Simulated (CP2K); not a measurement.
# CH5AlS (SMILES [AlH2][CH2]S) at GFN2-xTB

What is the energy difference between two shapes of CH5AlS at GFN2-xTB? 

Program for the calculation: CP2K 2026.2.

4 further runs of the same task are left out: 2 that didn't finish, 2 set aside as unsound or not needed.

### Step 1. The structure to begin with

CH5AlS: 8 atoms, total charge 0, spin state singlet. SMILES: `[AlH2][CH2]S`. The shape comes from GFN2-xTB, which is rough for such elements, and wasn't checked as a minimum. This is one conformer, not always the lowest.

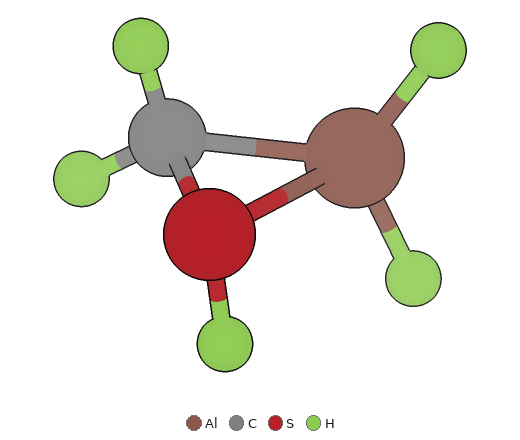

The structure, seen from a chosen angle (aluminium brown, carbon grey, sulfur red, hydrogen green).

### Step 2. Energy and gradient at GFN2-xTB

File molecule.inp:

```
&FORCE_EVAL
   METHOD QUICKSTEP
   &DFT
      &QS
         METHOD XTB
         EPS_DEFAULT 1.0E-10
         &XTB
            GFN_TYPE TBLITE
            &TBLITE
               METHOD GFN2
            &END TBLITE
            CHECK_ATOMIC_CHARGES F
         &END XTB
      &END QS
      &POISSON
         PERIODIC NONE
         POISSON_SOLVER ANALYTIC
      &END POISSON
      &SCF
         SCF_GUESS ATOMIC
         EPS_SCF 1.0E-07
         MAX_SCF 150
         ADDED_MOS 2
         &DIAGONALIZATION
            ALGORITHM STANDARD
         &END DIAGONALIZATION
         &MIXING
            METHOD DIRECT_P_MIXING
            ALPHA 0.4
         &END MIXING
         &SMEAR ON
            METHOD FERMI_DIRAC
            ELECTRONIC_TEMPERATURE [K] 300
         &END SMEAR
      &END SCF
      &PRINT
         &MOMENTS
            PERIODIC F
            REFERENCE COM
            MAX_MOMENT 1
         &END MOMENTS
         &MO ON
            ENERGIES T
            OCCUPATION_NUMBERS T
            NDIGITS 6
            &EACH
               QS_SCF 0
            &END EACH
            ADD_LAST NUMERIC
         &END MO
         &HIRSHFELD OFF
         &END HIRSHFELD
      &END PRINT
   &END DFT
   &SUBSYS
      &CELL
         ABC 15.5 15.1 15.9
         PERIODIC NONE
      &END CELL
      &COORD
         Al    -0.759460     0.435190    -0.755770
         C      0.503040     0.439320     0.793350
         S      0.939840    -1.162080    -0.107140
         H     -2.086430    -0.356560    -0.710220
         H     -0.346270     1.222020    -2.012940
         H      0.485570     0.211720     1.860920
         H      1.385110     1.067130     0.611740
         H     -0.121400    -1.856730     0.320060
      &END COORD
      &TOPOLOGY
         &CENTER_COORDINATES
         &END CENTER_COORDINATES
      &END TOPOLOGY
   &END SUBSYS
   ! extra output
   &PRINT
      &FORCES ON
      &END FORCES
   &END PRINT
&END FORCE_EVAL

&GLOBAL
   PROJECT molecule
   RUN_TYPE ENERGY_FORCE
   PRINT_LEVEL MEDIUM
&END GLOBAL
```

Started as:

```console
$ OMP_NUM_THREADS=1 cp2k.psmp molecule.inp > molecule.out
```

The log of the run:

```text
CP2K| version string:                                       CP2K version 2026.2
[...]
 GLOBAL| Method name                                                        CP2K
[...]
 GLOBAL| Run type                                                   ENERGY_FORCE
[...]
                             - Atoms:                                          8
[...]
                             - Spherical basis functions:                     27
[...]
 Number of electrons:                                                         18
[...]
  *** SCF run converged in    16 steps ***
[...]
  Fermi energy:                                                -0.26296817746468
[...]
 TB_DIPOLE| Moment [Debye]         -0.23728109      -0.04297916       1.18994765
 TB_DIPOLE| Derivative [a.u.]       0.00000000       0.00000000       0.00000000
[...]
 ENERGY| Total FORCE_EVAL ( QS ) energy [hartree]             -8.984242866365294
 FORCES| Atomic forces [hartree/bohr]
 FORCES|   Atom     x               y               z               |f|
 FORCES|      1  1.26608405E-04  9.37130588E-05 -2.10910760E-04   2.63239766E-04
 FORCES|      2 -2.79728466E-04 -1.18467328E-05  7.77093986E-05   2.90563436E-04
 FORCES|      3  1.19812085E-06 -2.55892434E-04  1.07680930E-05   2.56121700E-04
 FORCES|      4 -3.01449158E-05  1.01658559E-05  6.72835282E-05   7.44253568E-05
 FORCES|      5 -7.69978258E-05 -3.10806231E-05  1.45522961E-04   1.67545822E-04
 FORCES|      6 -1.40460833E-05 -4.81545728E-06 -4.57941715E-05   4.81413256E-05
 FORCES|      7  1.28694199E-04  4.53730014E-05 -2.94180344E-05   1.39593434E-04
 FORCES|      8  1.44416566E-04  1.54383331E-04 -1.51610146E-05   2.11943893E-04
 FORCES| Sum    -1.30781887E-16 -4.87348877E-17  3.42489302E-17
 FORCES| Total atomic force                                       1.43707969E-16
[...]
```

Wall time 0.26 s (1 thread of Arm Neoverse V1, shared host).

### Step 3. The distorted shape at the same level

File run.inp:

```
&GLOBAL
  PROJECT_NAME run
  RUN_TYPE ENERGY_FORCE
  PRINT_LEVEL MEDIUM
&END GLOBAL
&FORCE_EVAL
  METHOD Quickstep
  &DFT
    &QS
      METHOD XTB
      EPS_DEFAULT 1.0E-10
      &XTB
        GFN_TYPE TBLITE
        &TBLITE
          METHOD GFN2
        &END TBLITE
        CHECK_ATOMIC_CHARGES F
      &END XTB
    &END QS
    &POISSON
      PERIODIC NONE
      POISSON_SOLVER ANALYTIC
    &END POISSON
    &SCF
      SCF_GUESS ATOMIC
      EPS_SCF 1.0E-07
      MAX_SCF 150
      ADDED_MOS 2
      &DIAGONALIZATION
        ALGORITHM STANDARD
      &END DIAGONALIZATION
      &MIXING
        METHOD DIRECT_P_MIXING
        ALPHA 0.4
      &END MIXING
      &SMEAR ON
        METHOD FERMI_DIRAC
        ELECTRONIC_TEMPERATURE [K] 300
      &END SMEAR
    &END SCF
    &PRINT
      &MOMENTS
        PERIODIC F
        REFERENCE COM
        MAX_MOMENT 1
      &END MOMENTS
      &MO ON
        ENERGIES T
        OCCUPATION_NUMBERS T
        NDIGITS 6
        &EACH
          QS_SCF 0
        &END EACH
        ADD_LAST NUMERIC
      &END MO
      &HIRSHFELD OFF
      &END HIRSHFELD
    &END PRINT
  &END DFT
  &SUBSYS
    &CELL
      ABC 15.5 15.2 15.9
      PERIODIC NONE
    &END CELL
    &COORD
      Al    -0.800874     0.416017    -0.749425
      C      0.454949     0.371739     0.850339
      S      0.980046    -1.106009    -0.093082
      H     -2.119281    -0.422917    -0.646283
      H     -0.336396     1.207646    -2.039263
      H      0.425130     0.223285     1.873641
      H      1.368228     1.059852     0.630649
      H     -0.084443    -1.962752     0.285415
    &END COORD
    &TOPOLOGY
      &CENTER_COORDINATES
      &END CENTER_COORDINATES
    &END TOPOLOGY
  &END SUBSYS
  &PRINT
    &FORCES ON
    &END FORCES
  &END PRINT
&END FORCE_EVAL
```

Started as:

```console
$ OMP_NUM_THREADS=1 cp2k.psmp run.inp > run.out
```

The log of the run:

```text
CP2K| version string:                                       CP2K version 2026.2
[...]
 GLOBAL| Method name                                                        CP2K
[...]
 GLOBAL| Run type                                                   ENERGY_FORCE
[...]
                             - Atoms:                                          8
[...]
                             - Spherical basis functions:                     27
[...]
 Number of electrons:                                                         18
[...]
  *** SCF run converged in    17 steps ***
[...]
  Fermi energy:                                                -0.26207350114403
[...]
 TB_DIPOLE| Moment [Debye]         -0.36658209      -0.02023427       0.97049910
 TB_DIPOLE| Derivative [a.u.]       0.00000000       0.00000000       0.00000000
[...]
 ENERGY| Total FORCE_EVAL ( QS ) energy [hartree]             -8.975802166344993
 FORCES| Atomic forces [hartree/bohr]
 FORCES|   Atom     x               y               z               |f|
 FORCES|      1  6.66747547E-03 -5.06952907E-04  2.15730539E-03   7.02610824E-03
 FORCES|      2  1.47273165E-02  3.84927659E-02 -4.75543756E-02   6.29285747E-02
 FORCES|      3 -1.57567577E-02 -2.76650956E-02  2.96510463E-03   3.19753776E-02
 FORCES|      4  3.31211338E-03  3.27856555E-03 -2.28926748E-03   5.19228589E-03
 FORCES|      5 -3.98912132E-03 -4.34049433E-03  7.00710771E-03   9.15710317E-03
 FORCES|      6  1.70611935E-03 -1.06327492E-02  3.73803881E-02   3.89006377E-02
 FORCES|      7 -2.34558325E-02 -1.28412785E-02  7.07816224E-03   2.76617949E-02
 FORCES|      8  1.67886869E-02  1.42152390E-02 -6.74442502E-03   2.30091351E-02
 FORCES| Sum    -1.00613962E-16  6.07153217E-17 -7.28583860E-17
 FORCES| Total atomic force                                       1.38267364E-16
[...]
```

Wall time 0.28 s (1 thread of Arm Neoverse V1, shared host).

### Step 4. Results

At GFN2-xTB:

| quantity | value |
| --- | --- |
| first shape: total energy | -8.98424 Eh |
| first shape: dipole moment (from atomic charges alone) | 1.21 D |
| first shape: HOMO energy | -10.47 eV |
| first shape: LUMO energy | -6.26 eV |
| first shape: HOMO–LUMO gap | 4.21 eV |
| first shape: largest force on an atom | 0.015 eV/Å |
| distorted shape: total energy | -8.97580 Eh |
| distorted shape: dipole moment (from atomic charges alone) | 1.04 D |
| distorted shape: HOMO energy | -10.28 eV |
| distorted shape: LUMO energy | -6.24 eV |
| distorted shape: HOMO–LUMO gap | 4.04 eV |
| distorted shape: largest force on an atom | 3.236 eV/Å |
| energy change with the atoms displaced | 0.230 eV |

In words: With the atoms displaced the energy rises by 0.23 eV (5.3 kcal/mol). The dipole (first shape) comes from point charges on the atoms alone, without atomic dipoles, so it is partial. The dipole (distorted shape) comes from point charges on the atoms alone, without atomic dipoles, so it is partial.
